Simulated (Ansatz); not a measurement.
# triplet Si2H3F3 at 4 levels

We compute a comparison of 4 runs (UB3LYP/6-31G*, UCAM-B3LYP/cc-pVDZ, UPBE/cc-pVDZ, UCCSD/cc-pVDZ) of triplet Si2H3F3. 

Program for the calculation: Ansatz 0.2.0.

48 further runs of the same task are left out: 4 that didn't finish, 44 set aside as unsound or not needed.

## 1. The molecule

The species is Si2H3F3 (8 atoms), meant as a triplet with charge 0. SMILES of the parent species: `F[Si](F)(F)[SiH3]`. The coordinates come from a PBE0-D4/def2-TZVP relaxation. That shape belongs to the parent species and isn't relaxed for this state.

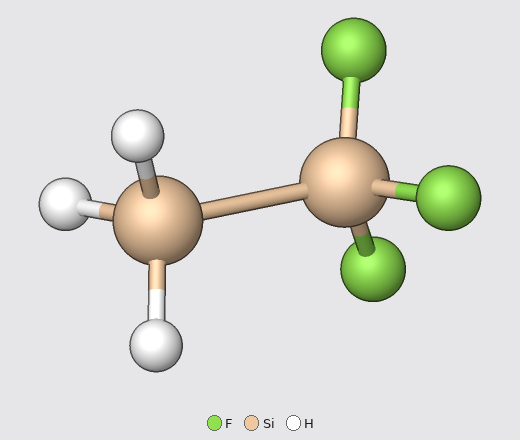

Viewed from a chosen angle; fluorine green, silicon light orange, hydrogen white.

## 2. The energy at UB3LYP/6-31G(d) (spherical functions) (run 1)

Contents of in.yaml:

```yaml
crystal:
  periodic: [false, false, false]
  atoms:
    - {symbol: F, position_ang: [1.310500, -1.060500, 1.504800]}
    - {symbol: Si, position_ang: [0.534400, -0.990500, 0.128500]}
    - {symbol: F, position_ang: [-0.479300, -2.204500, 0.107900]}
    - {symbol: F, position_ang: [1.595600, -1.255900, -1.013900]}
    - {symbol: Si, position_ang: [-0.550700, 1.050400, -0.152600]}
    - {symbol: H, position_ang: [-1.525600, 1.227900, 0.951900]}
    - {symbol: H, position_ang: [0.460600, 2.135800, -0.122800]}
    - {symbol: H, position_ang: [-1.253300, 1.040400, -1.459500]}
basis:
  gaussian: {orbitals: 6-31G_st_-spherical.json}
magnetization: {spin_polarized: true, initial_magnetization: 2}
hamiltonian: {xc: {name: B3LYP}}
output: {orbitals: {seedname: orbitals}}
accuracy: high
```

The basis set 6-31G* is read from a file made from the Basis Set Exchange's data (not shown).

The run is started by

```
$ ansatz run in.yaml --threads 1 --pin off --max-ram 3480MiB --events-out events.jsonl --progress --plain --runs-dir runs
```

Standard output:

```text
Warning: RAYON_NUM_THREADS=1 ignored (pool sized by the plan → 1); use --threads N
Functional definition: B3LYP
  name "B3LYP"
  parameter a0 = 0.2
  parameter ax = 0.72
  parameter ac = 0.81
  exchange = (1 - a0 - ax)*slater_x + ax*b88_x + a0*exact_x
  correlation = (1 - ac)*vwn_rpa_c + ac*lyp_c
1840 factors; integrals over basis functions are off by at most 3.3e-9 eV
mean field evaluation 1: about -23948.7186 eV, gradient 3.3e1 eV
mean field evaluation 2: about -23943.2507 eV, gradient 5.4e1 eV
mean field evaluation 4: about -23952.0140 eV, gradient 1.0e0 eV
mean field evaluation 8: about -23952.2481 eV, gradient 1.0e-1 eV
mean field evaluation 16: about -23952.2481 eV, gradient 5.2e-4 eV
mean field evaluation 32: about -23952.2482 eV, gradient 7.2e-5 eV
mean field evaluation 64: about -23952.2479 eV, gradient 5.7e-4 eV
mean field evaluation 96: about -23952.2481 eV, gradient 1.9e-5 eV
mean field evaluation 128: about -23952.2466 eV, gradient 4.0e-5 eV
mean field -23952.24815008 eV, -880.2288840987 hartree, gradient 4.2e-8 eV, S^2 2.002921; 5 other end points of the search recorded, 0 dependent functions left out
reference -23952.24819468 eV, -880.2288857377 hartree; 30, 28 occupied and 54, 56 virtual orbitals, 1840 factors
Total energy: -23952.24819468 eV, -880.2288857377 hartree
```

Run time: 2.2 min. Hardware: 1 thread of Arm Neoverse V2, shared host; peak memory 0.48 GiB.

## 3. A single-point energy at UCAM-B3LYP/cc-pVDZ (run 2)

Contents of run.yaml:

```yaml
crystal:
  periodic: [false, false, false]
  atoms:
    - {symbol: F, position_ang: [1.310500, -1.060500, 1.504800]}
    - {symbol: Si, position_ang: [0.534400, -0.990500, 0.128500]}
    - {symbol: F, position_ang: [-0.479300, -2.204500, 0.107900]}
    - {symbol: F, position_ang: [1.595600, -1.255900, -1.013900]}
    - {symbol: Si, position_ang: [-0.550700, 1.050400, -0.152600]}
    - {symbol: H, position_ang: [-1.525600, 1.227900, 0.951900]}
    - {symbol: H, position_ang: [0.460600, 2.135800, -0.122800]}
    - {symbol: H, position_ang: [-1.253300, 1.040400, -1.459500]}
basis:
  gaussian:
    orbitals: cc-pVDZ
magnetization:
  spin_polarized: true
  initial_magnetization: 2
hamiltonian:
  xc: {name: CAM-B3LYP}
accuracy: high
output:
  orbitals: {seedname: orbitals}
```

The run is started by

```
$ ansatz run run.yaml --threads 1 --pin off --max-ram 3480MiB --events-out events.jsonl --progress --plain --runs-dir runs
```

Standard output:

```text
Warning: RAYON_NUM_THREADS=1 ignored (pool sized by the plan → 1); use --threads N
Functional definition: CAM-B3LYP
  name "CAM-B3LYP"
  parameter alpha = 0.19
  parameter beta = 0.46
  parameter omega = 0.33/bohr
[... 1 set-up line as earlier in the session ...]
  exchange = (1 - alpha - beta)*b88_x + beta*b88_x_sr(omega) + alpha*exact_x + beta*exact_x_lr(omega)
  correlation = (1 - ac)*vwn5_c + ac*lyp_c
2061 factors; integrals over basis functions are off by at most 4.6e-9 eV
428 factors; integrals over basis functions are off by at most 2.5e-9 eV
mean field evaluation 1: about -23946.8577 eV, gradient 3.2e1 eV
mean field evaluation 2: about -23945.1176 eV, gradient 4.2e1 eV
mean field evaluation 4: about -23950.3306 eV, gradient 5.9e-1 eV
mean field evaluation 8: about -23950.5115 eV, gradient 1.9e-1 eV
mean field evaluation 16: about -23950.5120 eV, gradient 2.9e-3 eV
mean field evaluation 32: about -23950.5120 eV, gradient 2.1e-4 eV
mean field evaluation 64: about -23950.5119 eV, gradient 1.2e-3 eV
mean field -23950.51201991 eV, -880.1650824914 hartree, gradient 1.7e-8 eV, S^2 2.004287; 6 other end points of the search recorded, 0 dependent functions left out
reference -23950.51203998 eV, -880.1650832290 hartree; 30, 28 occupied and 63, 65 virtual orbitals, 2061 factors
Total energy: -23950.51203998 eV, -880.1650832290 hartree
```

Run time: 4 min. Hardware: 1 thread of Arm Neoverse V2, shared host; peak memory 0.68 GiB.

## 4. A single-point energy at UPBE/cc-pVDZ (run 3)

Contents of input.yaml:

```yaml
crystal:
  periodic: [false, false, false]
  atoms:
    - {symbol: F, position_ang: [1.310500, -1.060500, 1.504800]}
    - {symbol: Si, position_ang: [0.534400, -0.990500, 0.128500]}
    - {symbol: F, position_ang: [-0.479300, -2.204500, 0.107900]}
    - {symbol: F, position_ang: [1.595600, -1.255900, -1.013900]}
    - {symbol: Si, position_ang: [-0.550700, 1.050400, -0.152600]}
    - {symbol: H, position_ang: [-1.525600, 1.227900, 0.951900]}
    - {symbol: H, position_ang: [0.460600, 2.135800, -0.122800]}
    - {symbol: H, position_ang: [-1.253300, 1.040400, -1.459500]}
basis:
  gaussian: {orbitals: cc-pVDZ}
output: {orbitals: {seedname: orbitals}}
accuracy: high
magnetization: {spin_polarized: true, initial_magnetization: 2}
hamiltonian: {xc: pbe}
```

The run is started by

```
$ ansatz run input.yaml --threads 1 --pin off --max-ram 3480MiB --events-out events.jsonl --progress --plain --runs-dir runs
```

Standard output:

```text
Warning: RAYON_NUM_THREADS=1 ignored (pool sized by the plan → 1); use --threads N
Functional definition: PBE
  name "PBE"
  parameter kappa = 0.804
  parameter beta = 0.06672455060314922
  exchange = pbe_x(kappa = kappa, mu = beta*pi^2/3)
  correlation = pbe_c(beta = beta)
2061 factors; integrals over basis functions are off by at most 4.6e-9 eV
mean field evaluation 1: about -23932.7943 eV, gradient 3.3e1 eV
mean field evaluation 2: about -23921.9327 eV, gradient 6.7e1 eV
mean field evaluation 4: about -23936.4887 eV, gradient 3.1e0 eV
mean field evaluation 8: about -23936.5359 eV, gradient 8.7e-2 eV
mean field evaluation 16: about -23936.5359 eV, gradient 1.3e-3 eV
mean field evaluation 32: about -23936.5359 eV, gradient 8.2e-7 eV
mean field evaluation 64: about -23936.5357 eV, gradient 2.8e-8 eV
mean field evaluation 96: about -23935.9178 eV, gradient 1.2e0 eV
mean field evaluation 128: about -23936.0397 eV, gradient 3.5e0 eV
mean field -23936.53592139 eV, -879.6514703442 hartree, gradient 9.4e-8 eV, S^2 2.003066; 8 other end points of the search recorded, 0 dependent functions left out
reference -23936.53592523 eV, -879.6514704856 hartree; 30, 28 occupied and 63, 65 virtual orbitals, 2061 factors
Total energy: -23936.53592523 eV, -879.6514704856 hartree
```

Wall time 68 s (1 thread of Arm Neoverse V2, shared host); peak memory 0.34 GiB.

## 5. The energy at UCCSD/cc-pVDZ (run 4)

Changes to input.yaml since step 4:

```diff
@@ -13,5 +13,5 @@
   gaussian: {orbitals: cc-pVDZ}
-output: {orbitals: {seedname: orbitals}}
+scf: {omitted_lower_state_checks: [cluster_reference, increment]}
+correlation: {method: ccsd, frozen_orbitals: {F: 1, H: 0, Si: 5}}
 accuracy: high
 magnetization: {spin_polarized: true, initial_magnetization: 2}
-hamiltonian: {xc: pbe}
```

The run is started by

```
$ ansatz run input.yaml --threads 1 --pin off --max-ram 3480MiB --events-out events.jsonl --progress --plain --runs-dir runs
```

Standard output:

```text
Warning: RAYON_NUM_THREADS=1 ignored (pool sized by the plan → 1); use --threads N
[... 17 lines left out ...]
13 core orbitals not correlated: weight in the atoms' cores, before any rotation towards them, 1.000 or more for the frozen orbitals, at most 0.000 for the correlated occupied ones
[... 60 lines left out ...]
Total energy: -23908.55123334 eV, -878.6230520273 hartree
Checks for a lower state left out: cluster_reference, increment
```

Wall time 4.2 min (1 thread of Arm Neoverse V2, shared host); peak memory 1.1 GiB.

## 6. Overview of the runs

```tsv
run	level	frozen core orbitals	energy (Eh)	HOMO energy (eV)	⟨S²⟩	wall time
1	UB3LYP/6-31G* (spherical functions)	–	-880.228886	-2.15	2.003	2.2 min
2	UCAM-B3LYP/cc-pVDZ	–	-880.165083	-3.67	2.004	4 min
3	UPBE/cc-pVDZ	–	-879.651470	-1.73	2.003	68 s
4	UCCSD/cc-pVDZ	13	-878.623052	–	2.009	4.2 min
```

## 7. Summary of results

```
                                           quantity          value
                                run 4: total energy  -878.62305 Eh
run 4: correlation energy (13 core orbitals frozen)     -775.7 mEh
           run 4: ⟨S²⟩ of the reference determinant          2.009
                               run 4: T1 diagnostic          0.018
```

**Reading.** Totals of different functionals can't be ranked against each other. All runs together took 11 min, the longest 4.2 min.
